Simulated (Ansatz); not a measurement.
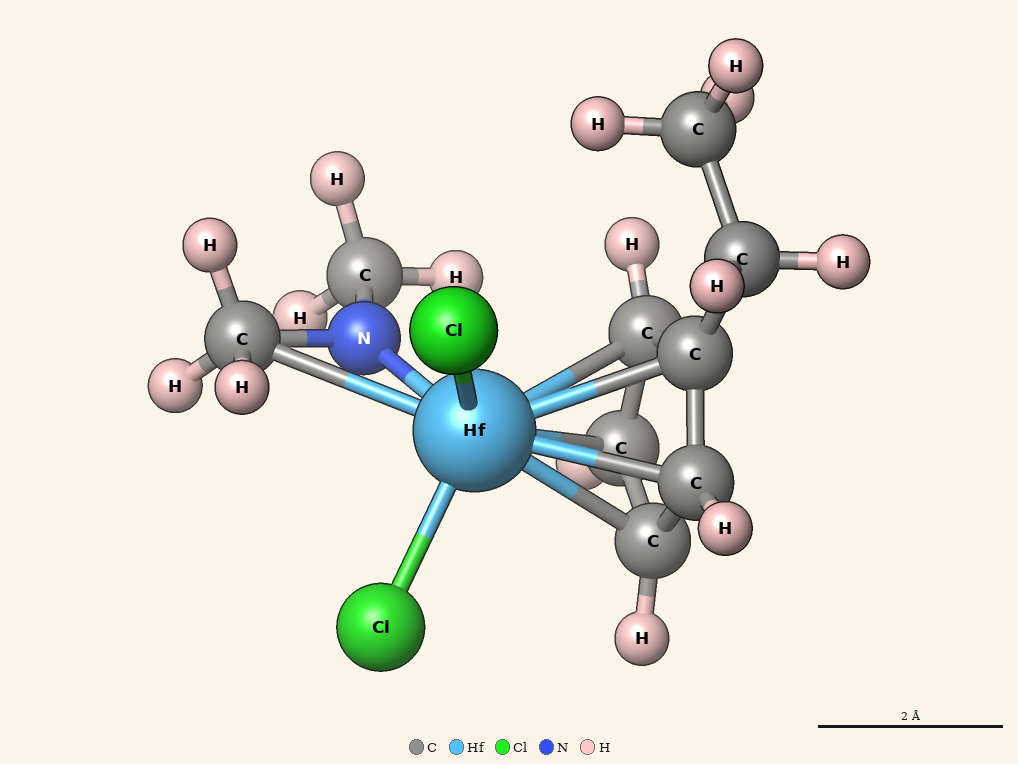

Distant atoms are faded towards the background colour. The species is neutral and a spin singlet. Computed geometry: PBE0-D4/def2-TZVP optimisation. No frequency run is at hand to confirm it as a minimum. Masses are those of the most abundant isotopes; constants are for the rigid equilibrium geometry.

What kind of rotor is it, and what are its rotational constants in GHz?

An asymmetric top (C1): A = 0.620, B = 0.438, C = 0.426 GHz. Ray's parameter κ is −0.88, close to the prolate limit.
